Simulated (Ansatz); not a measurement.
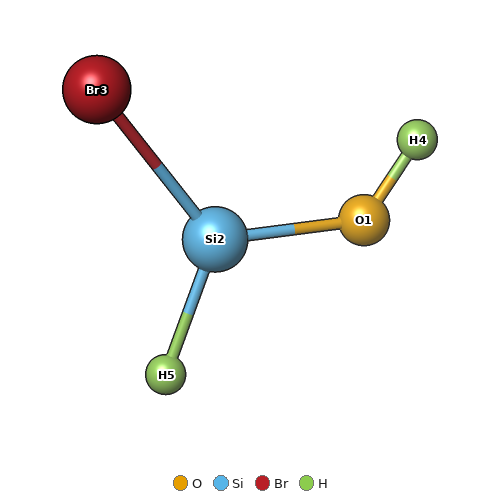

The system is BrH₂OSi, SMILES O[SiH+]Br, charge +1; the picture shows the reference structure. The first coordinate is: bond length Si2–Br3; the second: angle Br3–Si2–O1. Nothing is relaxed (all other coordinates rigid). The grid has 15 × 15 points. Points are written as (first, second). Energies: eV, counted from the relaxed molecule at the same level. Method: RKS PBE-D4/def2-TZVP (Ansatz 0.2.0).

Its coordinates:

```json
{"atom": "O", "x (Å)": "-1.1474", "y (Å)": "-0.1262", "z (Å)": "-0.3695"}
{"atom": "Si", "x (Å)": "0.3225", "y (Å)": "0.3283", "z (Å)": "0.0219"}
{"atom": "Br", "x (Å)": "1.7861", "y (Å)": "-0.9361", "z (Å)": "0.8922"}
{"atom": "H", "x (Å)": "-1.5418", "y (Å)": "-1.0133", "z (Å)": "-0.2605"}
{"atom": "H", "x (Å)": "0.5806", "y (Å)": "1.7473", "z (Å)": "-0.2840"}
```

Range: bond length Si2–Br3 from 1.824 to 2.969 Å; angle Br3–Si2–O1 from 99.7 to 149.7°.

What landscape does the calculation give?

Answer. The lowest grid point is at (2.151 Å, 124.7°), 0.009 eV from the relaxed molecule at the same level. It is the only kind of minimum in the scanned range. The highest grid point, (2.969 Å, 149.7°), lies 2.73 eV above the lowest. Round the minimum the two coordinates are nearly uncoupled.

```csv
"angle Br3–Si2–O1 ↓, bond length Si2–Br3 →",1.824,1.906,1.988,2.069,2.151,2.233,2.315,2.397,2.479,2.560,2.642,2.724,2.806,2.888,2.969
149.7,2.03,1.22,0.76,0.54,0.49,0.56,0.71,0.92,1.17,1.43,1.70,1.97,2.24,2.50,2.74
146.1,1.86,1.06,0.61,0.40,0.36,0.44,0.60,0.82,1.07,1.34,1.62,1.90,2.17,2.43,2.68
142.6,1.73,0.94,0.49,0.29,0.25,0.34,0.51,0.73,0.99,1.26,1.55,1.83,2.11,2.38,2.63
139.0,1.61,0.83,0.39,0.19,0.16,0.26,0.43,0.66,0.92,1.20,1.49,1.78,2.06,2.33,2.58
135.4,1.53,0.75,0.31,0.12,0.10,0.19,0.37,0.61,0.87,1.15,1.44,1.73,2.02,2.29,2.55
131.9,1.47,0.70,0.26,0.07,0.05,0.15,0.33,0.56,0.83,1.12,1.41,1.70,1.99,2.26,2.52
128.3,1.44,0.66,0.23,0.04,0.02,0.12,0.30,0.54,0.81,1.09,1.39,1.68,1.97,2.24,2.50
124.7,1.43,0.66,0.22,0.03,0.01,0.11,0.29,0.53,0.80,1.08,1.38,1.67,1.96,2.23,2.49
121.1,1.45,0.67,0.23,0.04,0.02,0.12,0.30,0.53,0.80,1.08,1.38,1.67,1.96,2.23,2.49
117.6,1.50,0.72,0.27,0.07,0.05,0.14,0.32,0.55,0.82,1.10,1.39,1.68,1.97,2.24,2.50
114.0,1.58,0.79,0.34,0.13,0.10,0.19,0.36,0.59,0.85,1.13,1.42,1.70,1.99,2.26,2.52
110.4,1.69,0.89,0.43,0.21,0.17,0.25,0.42,0.64,0.90,1.17,1.45,1.74,2.02,2.29,2.54
106.9,1.83,1.02,0.54,0.32,0.27,0.34,0.50,0.71,0.96,1.23,1.51,1.79,2.06,2.32,2.58
103.3,2.02,1.19,0.70,0.46,0.39,0.45,0.60,0.80,1.04,1.30,1.57,1.85,2.11,2.37,2.62
99.7,2.26,1.40,0.89,0.63,0.55,0.60,0.73,0.92,1.15,1.39,1.66,1.92,2.18,2.43,2.67
```

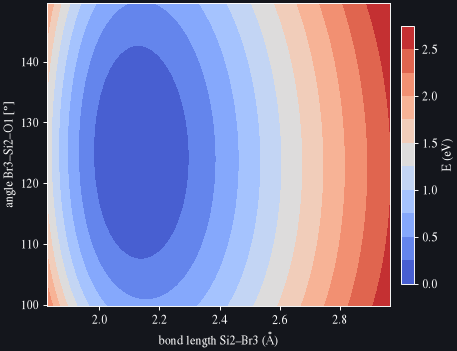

Drawn: filled contours. Between grid points the surface is interpolated.

Each point was launched as `ansatz run input.yaml --threads 1 --pin off --max-ram 2560MiB --backend cpu --events-out ev --progress --plain --runs-dir out`. Time for the 225 points that were run: 9.6 min on 1 thread of Arm Neoverse V2, on a shared host.
